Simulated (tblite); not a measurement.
## Geometry relaxation, with input and output: C$_{6}$H$_{13}$FOSi$_{2}$ (part 1 of 2)

- system: C$_{6}$H$_{13}$FOSi$_{2}$
- method: GFN2-xTB geometry optimisation, gas phase (tblite 0.8.0)

It belongs to a series of runs on one base structure; here: H on C replaced by OCH3.

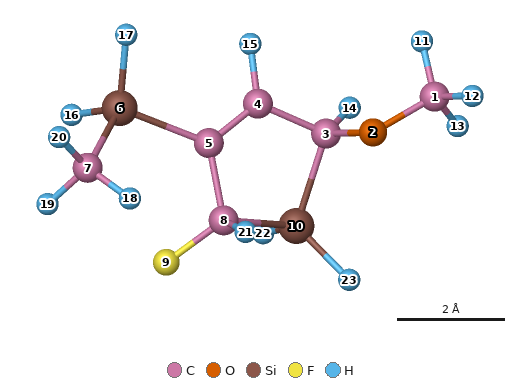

**Figure 1.** The input geometry (ball-and-stick view, seen at a tilt; atoms are numbered from 1 in the order of the input). Bond lengths as drawn: C–C 1.27 to 1.48 Å, C–F 1.37 Å, C–H 1.10 to 1.14 Å, C–O 1.39 to 1.40 Å, C–Si 1.86 to 1.91 Å and H–Si 1.45 to 1.46 Å.

### Summary

```tsv
quantity	value
outcome	converged
total energy	−862.1398 eV
hardware	1 CPU thread, shared host
wall time	4.7 s
peak memory	0.18 GiB
```

### Input file
```
{"job": {"kind": "relax", "xc": "GFN2-xTB", "basis": "xTB"}, "charge": 0, "multiplicity": 1}
C     -3.244300     0.912900     1.345600
O     -1.918300     1.011300     0.908700
C     -1.727900     0.063800    -0.096100
C     -0.596700    -0.788300     0.239800
C      0.580700    -0.494400    -0.140300
Si     2.085300    -1.547300     0.256300
C      3.537800    -0.388200     0.342900
C      0.742200     0.733000    -0.957800
F      1.658100     0.602100    -1.973100
Si    -1.035800     0.857300    -1.631700
H     -3.463600    -0.113300     1.725600
H     -3.412700     1.664800     2.130100
H     -3.902500     1.117400     0.483700
H     -2.664300    -0.493700    -0.306800
H     -0.794500    -1.712900     0.869600
H      2.289800    -2.458100    -0.865500
H      1.890200    -2.250300     1.522300
H      3.268800     0.664300     0.518400
H      4.094800    -0.496100    -0.616300
H      4.242100    -0.691200     1.149600
H      0.956100     1.576500    -0.283800
H     -1.143600     0.011800    -2.807200
H     -1.446400     2.245700    -1.803900
```

The first line tells a small driver script what to run in tblite; the rest is the geometry in Å.

Run as:
```bash
OMP_NUM_THREADS=1 python <driver script> task.json out
```

### What the program printed
```
step      E/eV     max force
  0    -861.36497    5.074
  1    -861.57894    3.461
  2    -861.72922    0.694
  3    -861.78140    0.700
  4    -861.83403    0.927
  5    -861.87614    0.490
  6    -861.89407    0.271
  7    -861.91098    0.305
  8    -861.92741    0.442
  9    -861.94683    0.387
 10    -861.96337    0.300
 11    -861.97332    0.158
 12    -861.97790    0.137
 13    -861.98112    0.157
 14    -861.98426    0.142
 15    -861.98719    0.109
 16    -861.98973    0.124
 17    -861.99185    0.091
 18    -861.99360    0.088
 19    -861.99504    0.075
 20    -861.99635    0.076
 21    -861.99776    0.079
 22    -861.99941    0.103
 23    -862.00113    0.098
 24    -862.00257    0.088
 25    -862.00363    0.070
 26    -862.00452    0.077
 27    -862.00541    0.076
 28    -862.00631    0.074
 29    -862.00725    0.062
 30    -862.00826    0.084
 31    -862.00931    0.083
 32    -862.01031    0.076
 33    -862.01124    0.061
 34    -862.01220    0.074
 35    -862.01334    0.100
 36    -862.01455    0.081
 37    -862.01556    0.068
 38    -862.01631    0.052
 39    -862.01699    0.070
 40    -862.01784    0.088
 41    -862.01899    0.079
 42    -862.02038    0.077
 43    -862.02193    0.077
 44    -862.02364    0.123
 45    -862.02560    0.144
 46    -862.02780    0.121
 47    -862.02996    0.110
 48    -862.03181    0.098
 49    -862.03257    0.179
 50    -862.03430    0.130
 51    -862.03603    0.089
 52    -862.03826    0.063
 53    -862.04030    0.097
 54    -862.04173    0.111
 55    -862.04300    0.089
 56    -862.04438    0.072
 57    -862.04560    0.092
 58    -862.04655    0.075
 59    -862.04721    0.054
 60    -862.04777    0.053
 61    -862.04838    0.062
 62    -862.04927    0.075
 63    -862.05005    0.063
 64    -862.05089    0.067
 65    -862.05166    0.074
 66    -862.05242    0.073
 67    -862.05314    0.062
 68    -862.05386    0.062
 69    -862.05457    0.070
 70    -862.05557    0.091
 71    -862.05687    0.086
 72    -862.05893    0.069
 73    -862.05969    0.065
 74    -862.06068    0.077
 75    -862.06155    0.088
 76    -862.06260    0.076
 77    -862.06367    0.065
 78    -862.06443    0.062
 79    -862.06511    0.059
 80    -862.06579    0.055
 81    -862.06644    0.055
 82    -862.06692    0.044
 83    -862.06728    0.045
 84    -862.06764    0.042
 85    -862.06809    0.050
 86    -862.06867    0.068
 87    -862.06931    0.060
 88    -862.06985    0.046
 89    -862.07028    0.040
 90    -862.07066    0.036
 91    -862.07108    0.044
 92    -862.07160    0.044
 93    -862.07233    0.065
 94    -862.07325    0.080
 95    -862.07433    0.075
 96    -862.07543    0.086
 97    -862.07691    0.083
 98    -862.07850    0.095
 99    -862.08082    0.137
100    -862.08267    0.131
101    -862.08479    0.133
102    -862.08655    0.090
103    -862.08867    0.084
104    -862.09024    0.077
105    -862.09242    0.086
106    -862.09400    0.078
107    -862.09549    0.133
108    -862.09760    0.130
109    -862.09990    0.095
110    -862.10375    0.191
111    -862.10509    0.084
112    -862.10727    0.081
113    -862.11068    0.106
114    -862.11157    0.075
115    -862.11241    0.072
116    -862.11375    0.057
117    -862.11434    0.081
118    -862.11513    0.044
119    -862.11546    0.044
120    -862.11573    0.047
121    -862.11609    0.046
122    -862.11668    0.053
123    -862.11728    0.055
124    -862.11785    0.049
125    -862.11838    0.054
126    -862.11887    0.047
127    -862.11923    0.043
128    -862.11951    0.038
129    -862.11979    0.051
130    -862.12017    0.054
131    -862.12062    0.044
132    -862.12105    0.049
133    -862.12148    0.046
134    -862.12198    0.064
135    -862.12265    0.074
136    -862.12342    0.093
137    -862.12410    0.087
138    -862.12455    0.065
139    -862.12491    0.040
140    -862.12526    0.052
141    -862.12573    0.067
142    -862.12622    0.076
143    -862.12668    0.065
144    -862.12708    0.046
145    -862.12751    0.048
146    -862.12797    0.065
147    -862.12845    0.058
148    -862.12884    0.046
149    -862.12912    0.028
150    -862.12934    0.045
151    -862.12954    0.033
152    -862.12971    0.027
153    -862.12987    0.017
154    -862.12992    0.016
155    -862.13002    0.019
156    -862.13015    0.028
157    -862.13035    0.031
158    -862.13057    0.037
159    -862.13075    0.023
160    -862.13086    0.019
161    -862.13092    0.017
162    -862.13098    0.016
163    -862.13106    0.020
164    -862.13115    0.021
165    -862.13126    0.030
166    -862.13137    0.023
167    -862.13149    0.021
168    -862.13157    0.018
169    -862.13163    0.016
170    -862.13167    0.013
171    -862.13171    0.016
172    -862.13178    0.019
173    -862.13187    0.024
174    -862.13199    0.028
175    -862.13212    0.027
176    -862.13225    0.027
177    -862.13239    0.027
178    -862.13256    0.031
179    -862.13275    0.029
180    -862.13300    0.031
181    -862.13333    0.042
182    -862.13368    0.038
183    -862.13396    0.035
184    -862.13420    0.032
185    -862.13445    0.034
186    -862.13474    0.050
187    -862.13500    0.033
188    -862.13520    0.034
189    -862.13532    0.025
190    -862.13546    0.034
191    -862.13564    0.036
192    -862.13584    0.031
193    -862.13598    0.019
194    -862.13607    0.021
195    -862.13617    0.023
196    -862.13631    0.025
197    -862.13646    0.026
198    -862.13659    0.024
199    -862.13669    0.020
200    -862.13678    0.020
201    -862.13685    0.018
202    -862.13691    0.017
203    -862.13696    0.013
204    -862.13699    0.010
205    -862.13702    0.010
206    -862.13704    0.013
207    -862.13706    0.013
208    -862.13709    0.011
209    -862.13711    0.010
210    -862.13714    0.011
211    -862.13718    0.017
212    -862.13721    0.017
213    -862.13725    0.011
214    -862.13729    0.010
215    -862.13734    0.016
216    -862.13739    0.020
217    -862.13745    0.017
218    -862.13750    0.018
219    -862.13755    0.019
220    -862.13760    0.020
221    -862.13767    0.017
222    -862.13774    0.020
223    -862.13783    0.019
224    -862.13794    0.025
225    -862.13810    0.030
226    -862.13828    0.026
227    -862.13847    0.028
228    -862.13862    0.031
229    -862.13880    0.046
230    -862.13899    0.039
231    -862.13918    0.030
232    -862.13933    0.025
233    -862.13944    0.027
234    -862.13952    0.025
235    -862.13958    0.018
236    -862.13963    0.015
237    -862.13967    0.014
238    -862.13973    0.015
239    -862.13976    0.014
240    -862.13980    0.010
```

### Trajectory as extended XYZ (Å, eV, eV/Å), 10 of the 241 frames kept, from step=0 to step=240
```
23
Properties=species:S:1:pos:R:3:forces:R:3 step=0 energy=-861.36497
C    -3.2443    0.9129    1.3456   -0.3390   0.2350   0.3500
O    -1.9183    1.0113    0.9087   -0.7930   0.4970   0.8320
C    -1.7279    0.0638   -0.0961   -0.9410  -0.5050  -1.1680
C    -0.5967   -0.7883    0.2398   -2.8550  -3.4260   2.4200
C     0.5807   -0.4944   -0.1403    3.7650   0.0580  -0.6730
Si    2.0853   -1.5473    0.2563   -0.2970  -0.2020  -0.0240
C     3.5378   -0.3882    0.3429    1.4590   0.2390   0.0810
C     0.7422    0.7330   -0.9578   -1.0290   0.3720   0.0360
F     1.6581    0.6021   -1.9731    0.5710   0.1760   0.1880
Si   -1.0358    0.8573   -1.6317    0.0290   1.3280  -1.1720
H    -3.4636   -0.1133    1.7256    0.0650   0.6040  -0.0320
H    -3.4127    1.6648    2.1301    0.0650  -0.2840  -0.1970
H    -3.9025    1.1174    0.4837   -0.1590   0.0280   0.3280
H    -2.6643   -0.4937   -0.3068    0.4280  -0.0170   0.3390
H    -0.7945   -1.7129    0.8696    0.2680   1.1140  -0.6110
H     2.2898   -2.4581   -0.8655   -0.0370  -0.2520  -0.0610
H     1.8902   -2.2503    1.5223   -0.0920  -0.1100   0.0530
H     3.2688    0.6643    0.5184    0.2170  -0.4990  -0.2190
H     4.0948   -0.4961   -0.6163   -0.3090   0.4740   0.7530
H     4.2421   -0.6912    1.1496   -0.4220   0.2820  -0.5580
H     0.9561    1.5765   -0.2838    0.5680  -0.0540  -0.4570
H    -1.1436    0.0118   -2.8072   -0.0470  -0.1060  -0.1490
H    -1.4464    2.2457   -1.8039   -0.1160   0.0500  -0.0570
23
Properties=species:S:1:pos:R:3:forces:R:3 step=27 energy=-862.00541
C    -3.3379    0.9577    1.3722    0.0310  -0.0110  -0.0160
O    -2.0570    0.9957    0.8075    0.0220  -0.0110  -0.0110
C    -1.7871   -0.0144   -0.1864    0.0040   0.0340  -0.0170
C    -0.6328   -0.8756    0.2554   -0.0070  -0.0010   0.0440
C     0.5973   -0.5597   -0.1388    0.0270   0.0390  -0.0280
Si    2.1587   -1.5520    0.2457    0.0520   0.0160   0.0120
C     3.6589   -0.3930    0.3637    0.0060  -0.0080   0.0120
C     0.7045    0.6763   -0.9873   -0.0380   0.0520  -0.0400
F     1.6982    0.5497   -1.9534   -0.0260  -0.0420   0.0120
Si   -1.0652    0.9223   -1.6984   -0.0110   0.0050  -0.0310
H    -3.5500   -0.0149    1.8326   -0.0040   0.0040  -0.0070
H    -3.3570    1.7283    2.1430    0.0030  -0.0100  -0.0240
H    -4.1133    1.1765    0.6256    0.0100  -0.0250   0.0120
H    -2.6861   -0.6172   -0.3486    0.0190   0.0190   0.0060
H    -0.8174   -1.7037    0.9212   -0.0340  -0.0480   0.0170
H     2.3686   -2.5324   -0.8288   -0.0280  -0.0060   0.0120
H     1.9528   -2.2499    1.5229   -0.0340  -0.0030  -0.0060
H     3.3737    0.6277    0.6038    0.0000  -0.0230   0.0250
H     4.1992   -0.3656   -0.5781   -0.0170   0.0240   0.0140
H     4.3483   -0.7327    1.1311    0.0290   0.0120  -0.0170
H     1.0202    1.5234   -0.3657    0.0290  -0.0190   0.0050
H    -1.1703    0.1722   -2.9509   -0.0280   0.0110   0.0060
H    -1.5110    2.3084   -1.7782   -0.0050  -0.0080   0.0220
23
Properties=species:S:1:pos:R:3:forces:R:3 step=53 energy=-862.04030
C    -3.3097    0.9242    1.3746    0.0040  -0.0070   0.0190
O    -2.0426    0.9867    0.7866   -0.0160   0.0390  -0.0060
C    -1.7758   -0.0128   -0.2174   -0.0410   0.0560   0.0030
C    -0.6170   -0.8551    0.2294   -0.0330  -0.0610   0.0080
C     0.6076   -0.5463   -0.1795    0.0450  -0.0210  -0.0220
Si    2.1462   -1.5306    0.3025    0.0560  -0.0270   0.0080
C     3.6458   -0.3774    0.4491   -0.0090  -0.0150  -0.0170
C     0.7167    0.6289   -1.1111   -0.0020   0.0130  -0.0230
F     1.6097    0.3450   -2.1426   -0.0010   0.0100  -0.0350
Si   -1.0837    0.9670   -1.7130   -0.0100  -0.0090   0.0010
H    -3.4636   -0.0139    1.9211    0.0150  -0.0420  -0.0070
H    -3.3557    1.7537    2.0790   -0.0390   0.0160  -0.0060
H    -4.1073    1.0320    0.6279    0.0060   0.0210   0.0160
H    -2.6700   -0.6226   -0.3728   -0.0070   0.0100  -0.0260
H    -0.7937   -1.6675    0.9151   -0.0320  -0.0370   0.0840
H     2.3861   -2.5548   -0.7265    0.0000   0.0320   0.0490
H     1.8760   -2.1708    1.6012   -0.0040   0.0100  -0.0580
H     3.4192    0.5255    1.0098   -0.0220  -0.0070   0.0120
H     3.9972   -0.0785   -0.5339   -0.0030   0.0270  -0.0020
H     4.4653   -0.8794    0.9539    0.0260  -0.0040  -0.0100
H     1.1623    1.4824   -0.5863    0.0000  -0.0020   0.0140
H    -1.3174    0.3279   -3.0082    0.0290  -0.0110   0.0130
H    -1.5004    2.3634   -1.6487    0.0370   0.0070  -0.0130
23
Properties=species:S:1:pos:R:3:forces:R:3 step=80 energy=-862.06579
C    -3.3226    0.8773    1.4094    0.0290   0.0010  -0.0090
O    -2.1159    1.0909    0.7311    0.0360   0.0210  -0.0070
C    -1.7703    0.0807   -0.2294    0.0020  -0.0030  -0.0350
C    -0.6402   -0.7800    0.2764    0.0130   0.0100  -0.0070
C     0.5930   -0.5712   -0.1740    0.0020  -0.0120   0.0090
Si    2.1371   -1.5508    0.3138    0.0060  -0.0070   0.0040
C     3.5924   -0.3421    0.4767   -0.0090  -0.0310   0.0260
C     0.7570    0.5432   -1.1735    0.0090  -0.0060   0.0070
F     1.6027    0.1471   -2.2084   -0.0210   0.0000  -0.0200
Si   -1.0242    0.9907   -1.7455   -0.0270   0.0130  -0.0030
H    -3.3310   -0.0796    1.9434    0.0060  -0.0140   0.0040
H    -3.4202    1.6885    2.1295    0.0010   0.0080   0.0010
H    -4.1716    0.9077    0.7146   -0.0400  -0.0300   0.0220
H    -2.6529   -0.5334   -0.4388   -0.0170  -0.0070  -0.0020
H    -0.8544   -1.5279    1.0264    0.0140   0.0120   0.0060
H     2.4406   -2.5399   -0.7281   -0.0430   0.0030   0.0120
H     1.8607   -2.2207    1.5943    0.0110   0.0110  -0.0400
H     3.4209    0.3798    1.2714    0.0170   0.0270  -0.0270
H     3.7502    0.2010   -0.4509   -0.0130   0.0130   0.0240
H     4.5156   -0.8679    0.7031   -0.0200  -0.0100   0.0190
H     1.2787    1.3822   -0.6974    0.0010   0.0190   0.0040
H    -1.3319    0.3318   -3.0161    0.0270   0.0100   0.0170
H    -1.3184    2.4198   -1.7181    0.0140  -0.0270  -0.0050
```
